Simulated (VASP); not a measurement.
Band structure of MgTe (space group F-43m). These are modified Becke-Johnson potential (mBJ) with spin-orbit coupling, VASP's PBE PAW potentials (set 64) (plane waves; VASP) values and carry that method's errors.

mBJ is a potential without an energy functional, so only the levels count.

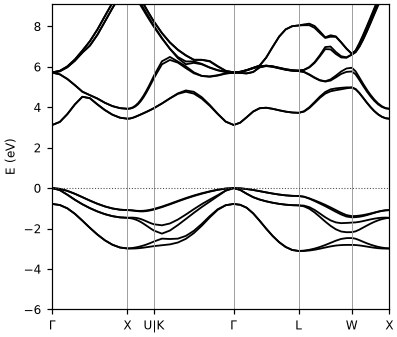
Figure. Bands along high-symmetry lines, zero at the valence-band maximum or, without a gap, the Fermi level

### Question
Read the plot: is there a gap, and where are the band edges?

### Answer
The gap is direct, 3.13 eV, from the valence maximum at Γ to the conduction minimum at Γ.

The structure comes from a computed database's MgTe entry (F-43m); how it stands against other phases isn't given here. It was relaxed first. The cell's shape comes from a PBE relaxation.
